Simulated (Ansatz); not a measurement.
Molecular dynamics of SiH4OF (part 4 of 4)

Continued. System: SiH4OF, multiplicity 2. Method: UHF/def2-SVP (Ansatz 0.2.0). It belongs to a series of runs on one base structure; here: dynamics from the highest image of the converged band.

Geometry of the input (Å):
```
Si -0.0697  -0.0058  0.0598
H  -0.1942  0.0663  1.7203
F  1.4709  -0.2609  -0.3415
H  -0.5071  1.2711  -0.5320
H  -0.8697  -1.1421  -0.4304
O  -0.4580  -0.0604  2.9388
H  0.2375  -0.6693  3.1701
```

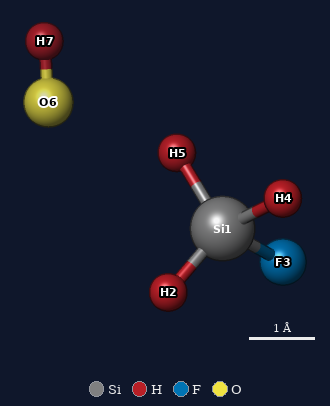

Fig. 1: The geometry at step 166 of the log (ball-and-stick view, seen at a tilt; atoms are numbered from 1 in the order of the input).

## Trajectory as extended XYZ, continued
```
7
Properties=species:S:1:pos:R:3:forces:R:3 step=128 time_fs=64.0 energy=-12661.86563 temperature=1746.9
Si   -0.0590    0.0662   -0.4160   -0.2037   1.3949   0.9564
H    -0.2385    1.4470    0.2769    0.0473  -1.2264  -0.6937
F     1.5210   -0.2538   -0.3327   -0.2256  -0.2089  -0.0894
H    -0.4756    0.1283   -1.8304    0.0884  -0.0523   0.0465
H    -0.8516   -0.9593    0.3156    0.2891   0.0961  -0.1837
O    -0.4670   -0.1962    3.8447   -0.2373  -0.5137  -0.0263
H    -0.8670   -1.0752    3.8784    0.2418   0.5103  -0.0097
7
Properties=species:S:1:pos:R:3:forces:R:3 step=131 time_fs=65.5 energy=-12661.90971 temperature=1813.5
Si   -0.0582    0.0682   -0.4329    0.0757   0.3816   0.5674
H    -0.2069    1.4020    0.1531   -0.1545   0.1988   0.0764
F     1.5222   -0.2515   -0.3312   -0.2464  -0.3090  -0.1631
H    -0.4916    0.1171   -1.8311    0.0629  -0.2281  -0.2202
H    -0.8573   -0.9020    0.3576    0.2584  -0.0421  -0.2259
O    -0.4694   -0.2034    3.8749    0.0249   0.0635  -0.0463
H    -0.8858   -1.0613    3.9252   -0.0210  -0.0648   0.0116
7
Properties=species:S:1:pos:R:3:forces:R:3 step=134 time_fs=67.0 energy=-12661.78180 temperature=1618.0
Si   -0.0573    0.0705   -0.4494    0.3642  -1.1364   0.0042
H    -0.1786    1.3622    0.0311   -0.3544   2.1046   0.8735
F     1.5232   -0.2495   -0.3299   -0.2592  -0.3970  -0.2170
H    -0.5063    0.1009   -1.8364    0.0434  -0.4107  -0.3997
H    -0.8575   -0.8455    0.3948    0.2031  -0.1609  -0.2282
O    -0.4717   -0.2106    3.9050    0.2725   0.5430  -0.0826
H    -0.9050   -1.0487    3.9723   -0.2694  -0.5428   0.0498
7
Properties=species:S:1:pos:R:3:forces:R:3 step=138 time_fs=69.0 energy=-12661.69431 temperature=1484.2
Si   -0.0557    0.0722   -0.4714    0.4599  -1.4612  -0.1808
H    -0.1527    1.3811   -0.1026   -0.3849   2.7599   1.0053
F     1.5241   -0.2476   -0.3286   -0.2918  -0.4630  -0.2572
H    -0.5243    0.0651   -1.8565    0.0859  -0.6009  -0.3382
H    -0.8511   -0.7758    0.4370    0.1294  -0.2355  -0.1995
O    -0.4744   -0.2192    3.9450    0.0492   0.1059  -0.0473
H    -0.9385   -1.0478    4.0366   -0.0476  -0.1051   0.0177
7
Properties=species:S:1:pos:R:3:forces:R:3 step=141 time_fs=70.5 energy=-12661.79987 temperature=1644.4
Si   -0.0541    0.0722   -0.4880    0.3184   0.2560   0.0520
H    -0.1428    1.4616   -0.1781   -0.2509   1.0782   0.5084
F     1.5244   -0.2468   -0.3280   -0.3337  -0.4604  -0.2735
H    -0.5357    0.0236   -1.8800    0.1757  -0.6472  -0.0768
H    -0.8429   -0.7292    0.4635    0.0903  -0.2267  -0.1831
O    -0.4763   -0.2254    3.9750   -0.2804  -0.4555   0.0267
H    -0.9653   -1.0509    4.0853    0.2806   0.4556  -0.0537
7
Properties=species:S:1:pos:R:3:forces:R:3 step=145 time_fs=72.5 energy=-12661.78183 temperature=1617.3
Si   -0.0516    0.0728   -0.5101    0.1295   2.3328   0.1264
H    -0.1376    1.5978   -0.2630   -0.1039  -1.2075   0.0371
F     1.5241   -0.2465   -0.3276   -0.3867  -0.4001  -0.2902
H    -0.5445   -0.0530   -1.9126    0.3069  -0.5609   0.3380
H    -0.8290   -0.6744    0.4926    0.0556  -0.1633  -0.1872
O    -0.4794   -0.2346    4.0149   -0.2590  -0.3904   0.0318
H    -0.9921   -1.0406    4.1485    0.2577   0.3894  -0.0558
7
Properties=species:S:1:pos:R:3:forces:R:3 step=148 time_fs=74.0 energy=-12661.68193 temperature=1464.3
Si   -0.0495    0.0751   -0.5266    0.0636   2.9275   0.0653
H    -0.1367    1.6753   -0.3246   -0.0525  -2.0665  -0.0842
F     1.5234   -0.2468   -0.3277   -0.3993  -0.3336  -0.2998
H    -0.5438   -0.1247   -1.9296    0.3602  -0.4230   0.5423
H    -0.8172   -0.6376    0.5098    0.0303  -0.1030  -0.2014
O    -0.4821   -0.2421    4.0449    0.1104   0.1812  -0.0662
H    -1.0059   -1.0232    4.1946   -0.1126  -0.1825   0.0439
7
Properties=species:S:1:pos:R:3:forces:R:3 step=152 time_fs=76.0 energy=-12661.66165 temperature=1433.4
Si   -0.0468    0.0817   -0.5485    0.0801   2.7935   0.0576
H    -0.1371    1.7095   -0.4095   -0.0316  -2.3053  -0.1023
F     1.5218   -0.2478   -0.3284   -0.3618  -0.2366  -0.3019
H    -0.5309   -0.2338   -1.9343    0.3355  -0.2187   0.5747
H    -0.8004   -0.5917    0.5259   -0.0192  -0.0323  -0.2078
O    -0.4854   -0.2517    4.0848    0.3184   0.4606  -0.1329
H    -1.0288   -1.0070    4.2578   -0.3212  -0.4612   0.1126
7
Properties=species:S:1:pos:R:3:forces:R:3 step=155 time_fs=77.5 energy=-12661.77512 temperature=1607.8
Si   -0.0446    0.0892   -0.5648    0.1619   2.1202   0.1274
H    -0.1384    1.6781   -0.4756   -0.0453  -1.8766  -0.0725
F     1.5201   -0.2489   -0.3293   -0.2942  -0.1603  -0.2897
H    -0.5128   -0.3216   -1.9235    0.2529  -0.0899   0.4409
H    -0.7883   -0.5583    0.5329   -0.0723   0.0059  -0.1872
O    -0.4875   -0.2582    4.1145   -0.0329  -0.0234  -0.0167
H    -1.0531   -1.0052    4.3077    0.0300   0.0241  -0.0022
7
Properties=species:S:1:pos:R:3:forces:R:3 step=159 time_fs=79.5 energy=-12661.91153 temperature=1816.6
Si   -0.0415    0.1014   -0.5865    0.3541   0.1208   0.2579
H    -0.1418    1.5791   -0.5662   -0.1318  -0.1587  -0.0485
F     1.5173   -0.2506   -0.3310   -0.1691  -0.0460  -0.2490
H    -0.4807   -0.4414   -1.8952    0.1037   0.0361   0.1784
H    -0.7748   -0.5135    0.5360   -0.1543   0.0451  -0.1218
O    -0.4903   -0.2670    4.1541   -0.4214  -0.4985   0.1338
H    -1.0831   -1.0005    4.3736    0.4187   0.5011  -0.1507
7
Properties=species:S:1:pos:R:3:forces:R:3 step=162 time_fs=81.0 energy=-12661.83806 temperature=1703.9
Si   -0.0389    0.1109   -0.6025    0.5404  -2.2236   0.3888
H    -0.1476    1.4979   -0.6355   -0.2665   1.9520  -0.1402
F     1.5150   -0.2520   -0.3326   -0.0691   0.0588  -0.2012
H    -0.4536   -0.5306   -1.8688    0.0034   0.1260   0.0271
H    -0.7684   -0.4788    0.5352   -0.2058   0.0829  -0.0592
O    -0.4931   -0.2744    4.1840   -0.2312  -0.2481   0.0721
H    -1.0965   -0.9860    4.4198    0.2288   0.2520  -0.0874
7
Properties=species:S:1:pos:R:3:forces:R:3 step=166 time_fs=83.0 energy=-12661.70817 temperature=1506.3
Si   -0.0347    0.1206   -0.6233    0.6150  -3.9228   0.5592
H    -0.1645    1.4589   -0.7336   -0.3512   3.2288  -0.3876
F     1.5118   -0.2536   -0.3352    0.0517   0.2249  -0.1249
H    -0.4176   -0.6448   -1.8328   -0.0819   0.2977  -0.0366
H    -0.7667   -0.4295    0.5323   -0.2313   0.1667   0.0034
O    -0.4971   -0.2845    4.2240    0.3343   0.3945  -0.1543
H    -1.1089   -0.9607    4.4793   -0.3365  -0.3898   0.1409
7
Properties=species:S:1:pos:R:3:forces:R:3 step=169 time_fs=84.5 energy=-12661.81325 temperature=1665.2
Si   -0.0311    0.1245   -0.6385    0.3473  -2.6857   0.4149
H    -0.1856    1.5056   -0.8160   -0.1527   1.6193  -0.3308
F     1.5094   -0.2546   -0.3372    0.1359   0.3502  -0.0668
H    -0.3925   -0.7233   -1.8066   -0.1188   0.4645  -0.0179
H    -0.7712   -0.3885    0.5301   -0.2094   0.2472   0.0130
O    -0.4997   -0.2916    4.2537    0.3161   0.3564  -0.1521
H    -1.1248   -0.9494    4.5268   -0.3185  -0.3519   0.1397
7
Properties=species:S:1:pos:R:3:forces:R:3 step=172 time_fs=86.0 energy=-12661.84041 temperature=1706.7
Si   -0.0272    0.1265   -0.6534   -0.0477  -0.9323   0.0826
H    -0.2098    1.5866   -0.9051    0.1423  -0.4656  -0.0425
F     1.5072   -0.2552   -0.3394    0.2182   0.4558  -0.0119
H    -0.3699   -0.7918   -1.7808   -0.1524   0.6187  -0.0033
H    -0.7801   -0.3422    0.5280   -0.1578   0.3194  -0.0131
O    -0.5019   -0.2982    4.2833   -0.1339  -0.1126   0.0466
H    -1.1468   -0.9450    4.5769    0.1313   0.1167  -0.0584
7
Properties=species:S:1:pos:R:3:forces:R:3 step=176 time_fs=88.0 energy=-12661.66857 temperature=1443.5
Si   -0.0220    0.1280   -0.6731   -0.4593   0.3925  -0.2403
H    -0.2366    1.6756   -1.0243    0.4224  -2.0246   0.3307
F     1.5047   -0.2551   -0.3422    0.3156   0.5513   0.0543
H    -0.3451   -0.8622   -1.7466   -0.2136   0.7131  -0.0513
H    -0.7971   -0.2696    0.5246   -0.0622   0.3641  -0.0824
O    -0.5052   -0.3074    4.3229   -0.4628  -0.4169   0.2065
H    -1.1707   -0.9343    4.6412    0.4599   0.4205  -0.2176
7
Properties=species:S:1:pos:R:3:forces:R:3 step=179 time_fs=89.5 energy=-12661.58606 temperature=1316.5
Si   -0.0186    0.1294   -0.6881   -0.6308   0.7620  -0.3019
H    -0.2468    1.6954   -1.1063    0.5279  -2.3566   0.4946
F     1.5032   -0.2544   -0.3443    0.3669   0.5900   0.0962
H    -0.3318   -0.8974   -1.7222   -0.2738   0.6591  -0.1434
H    -0.8115   -0.2062    0.5202    0.0128   0.3421  -0.1352
O    -0.5084   -0.3149    4.3529   -0.1557  -0.1223   0.0626
H    -1.1783   -0.9168    4.6846    0.1527   0.1256  -0.0728
7
Properties=species:S:1:pos:R:3:forces:R:3 step=183 time_fs=91.5 energy=-12661.65963 temperature=1429.7
Si   -0.0147    0.1321   -0.7084   -0.6784   0.7176  -0.1727
H    -0.2426    1.6443   -1.1991    0.5559  -1.9915   0.5118
F     1.5019   -0.2523   -0.3469    0.3893   0.6035   0.1357
H    -0.3234   -0.9230   -1.6950   -0.3588   0.4285  -0.2944
H    -0.8301   -0.1106    0.5096    0.0949   0.2385  -0.1717
O    -0.5127   -0.3250    4.3929    0.4209   0.3705  -0.2308
H    -1.1856   -0.8913    4.7411   -0.4238  -0.3671   0.2221
7
Properties=species:S:1:pos:R:3:forces:R:3 step=186 time_fs=93.0 energy=-12661.79170 temperature=1632.2
Si   -0.0124    0.1348   -0.7239   -0.5616   0.1093   0.1184
H    -0.2257    1.5558   -1.2561    0.4751  -1.0155   0.2675
F     1.5014   -0.2499   -0.3487    0.3633   0.5875   0.1501
H    -0.3259   -0.9311   -1.6816   -0.4070   0.1914  -0.3673
H    -0.8419   -0.0326    0.4975    0.1331   0.1240  -0.1613
O    -0.5155   -0.3321    4.4226    0.2697   0.2312  -0.1555
H    -1.1997   -0.8796    4.7881   -0.2725  -0.2278   0.1480
7
Properties=species:S:1:pos:R:3:forces:R:3 step=190 time_fs=95.0 energy=-12661.80032 temperature=1645.2
Si   -0.0100    0.1383   -0.7442   -0.2278  -1.7658   0.9102
H    -0.1881    1.4117   -1.3262    0.2220   1.3352  -0.6288
F     1.5014   -0.2458   -0.3508    0.2721   0.5315   0.1503
H    -0.3429   -0.9361   -1.6758   -0.4170  -0.0785  -0.3137
H    -0.8531    0.0750    0.4761    0.1535  -0.0257  -0.1122
O    -0.5187   -0.3412    4.4620   -0.3803  -0.2702   0.2013
H    -1.2249   -0.8695    4.8542    0.3775   0.2735  -0.2072
7
Properties=species:S:1:pos:R:3:forces:R:3 step=193 time_fs=96.5 energy=-12661.69286 temperature=1482.4
Si   -0.0084    0.1395   -0.7586   -0.0556  -2.9609   1.4394
H    -0.1536    1.3312   -1.3925    0.0943   2.7625  -1.3566
F     1.5018   -0.2419   -0.3521    0.1739   0.4630   0.1411
H    -0.3661   -0.9412   -1.6793   -0.3685  -0.1660  -0.1385
H    -0.8577    0.1554    0.4571    0.1587  -0.1015  -0.0802
O    -0.5216   -0.3483    4.4918   -0.4637  -0.3166   0.2546
H    -1.2363   -0.8567    4.8997    0.4609   0.3195  -0.2597
7
Properties=species:S:1:pos:R:3:forces:R:3 step=197 time_fs=98.5 energy=-12661.79594 temperature=1639.0
Si   -0.0064    0.1378   -0.7764   -0.1747  -1.8806   0.6167
H    -0.1038    1.3109   -1.5238    0.2150   1.7893  -0.8539
F     1.5026   -0.2360   -0.3537    0.0267   0.3433   0.1205
H    -0.4089   -0.9531   -1.6876   -0.2322  -0.1042   0.1958
H    -0.8585    0.2592    0.4291    0.1684  -0.1499  -0.0742
O    -0.5263   -0.3584    4.5319    0.1340   0.1005  -0.0916
H    -1.2386   -0.8307    4.9531   -0.1372  -0.0984   0.0869
7
Properties=species:S:1:pos:R:3:forces:R:3 step=200 time_fs=100.0 energy=-12661.86603 temperature=1746.4
Si   -0.0050    0.1347   -0.7890   -0.2507  -0.1762  -0.7102
H    -0.0614    1.3430   -1.6446    0.2695   0.0850   0.2842
F     1.5032   -0.2311   -0.3548   -0.0894   0.2448   0.0947
H    -0.4470   -0.9648   -1.6896   -0.1005   0.0131   0.4225
H    -0.8549    0.3333    0.4062    0.1746  -0.1681  -0.0866
O    -0.5298   -0.3659    4.5619    0.4686   0.3039  -0.2990
H    -1.2421   -0.8124    4.9943   -0.4722  -0.3024   0.2944
```

## Results in brief

| quantity | value |
| --- | --- |
| outcome | finished |
| mean temperature over the second half | 1594 K |
| trajectory | 200 steps, 100 fs |
| ensemble | nve |
| temperature in the input | 300.0 K |
| time step | 0.5 fs |
| potential energy (last step) | −12661.8660 eV |
| mean-field energy (last step) | −12661.8660 eV |
| ⟨S²⟩ (last step) | 0.755 |
| largest force (length of the vector) (last step) | 0.774 eV/Å |
| wall time | 2.8 min |
| peak memory | 0.15 GiB |

## Remarks

So short a trajectory is not equilibrated.
